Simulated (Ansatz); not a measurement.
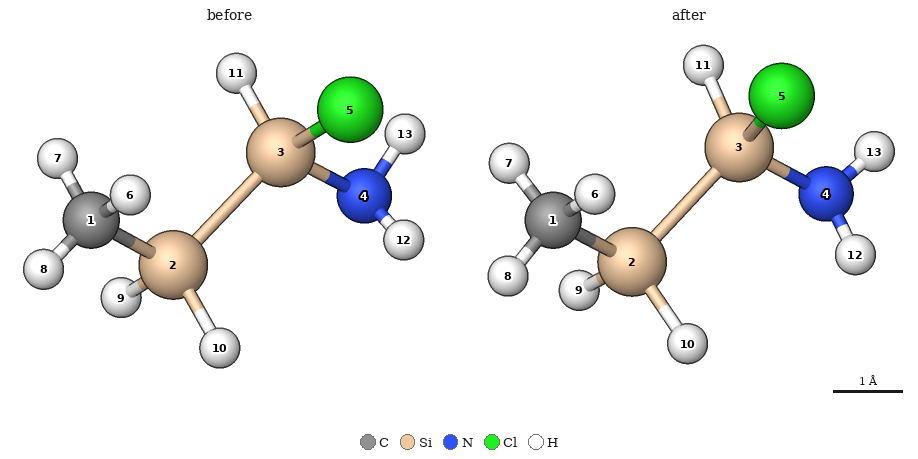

The structure of CH8ClNSi2 (coarse preliminary run) before (left) and after (right) a relaxation, at one scale.

A ball-and-stick model, seen at a tilt.

The start comes from a force field.

The calculation used RKS PBE-D4/def2-SVP in Ansatz.

The input:
```yaml
crystal:
  periodic: [false, false, false]
  atoms:
    - {symbol: C, position_ang: [-0.772600, -1.129100, 1.821900]}
    - {symbol: Si, position_ang: [0.579500, -0.694300, 0.673700]}
    - {symbol: Si, position_ang: [-0.232400, 0.579800, -1.111000]}
    - {symbol: N, position_ang: [1.077600, 1.077200, -2.203900]}
    - {symbol: Cl, position_ang: [-1.085900, 2.284700, -0.436100]}
    - {symbol: H, position_ang: [-1.276600, -0.158600, 2.212500]}
    - {symbol: H, position_ang: [-1.577300, -1.649000, 1.300900]}
    - {symbol: H, position_ang: [-0.441200, -1.669000, 2.651400]}
    - {symbol: H, position_ang: [1.202100, -1.940800, 0.229800]}
    - {symbol: H, position_ang: [1.636500, 0.060600, 1.441200]}
    - {symbol: H, position_ang: [-1.230300, -0.150200, -1.861600]}
    - {symbol: H, position_ang: [1.634800, 1.750100, -1.730100]}
    - {symbol: H, position_ang: [0.506200, 1.603800, -2.973900]}
basis:
  gaussian: {orbitals: def2-SVP}
hamiltonian: {xc: pbe, dispersion: d4}
relax: {f_tol: 0.03, max_steps: 200}
```

Command:
```bash
ansatz run in.yaml --threads 4 --pin off --events-out ev --progress --plain --max-ram 10444MiB
```

Q: What changed between the two?

A: The energy falls by 0.625 eV in 9 geometry steps. The largest force component goes from 2.8 to 0.023 eV/Å. The largest move after the best rigid fit is that of Cl5, 0.51 Å. By element the largest moves are Cl 0.51 Å, H 0.31 Å, N 0.14 Å, C 0.11 Å, Si 0.07 Å. Near-neighbour distances that change, for instance: Si3–Cl5 2.023 → 2.128 Å, N4–H13 1.094 → 1.024 Å, C1–Si2 1.826 → 1.892 Å, C1–H8 1.044 → 1.108 Å. Bond angles that change, for instance: Si3–N4–H13 100.5° → 119.6°, Si3–N4–H12 108.0° → 119.1°, N4–Si3–Cl5 106.3° → 115.2°.
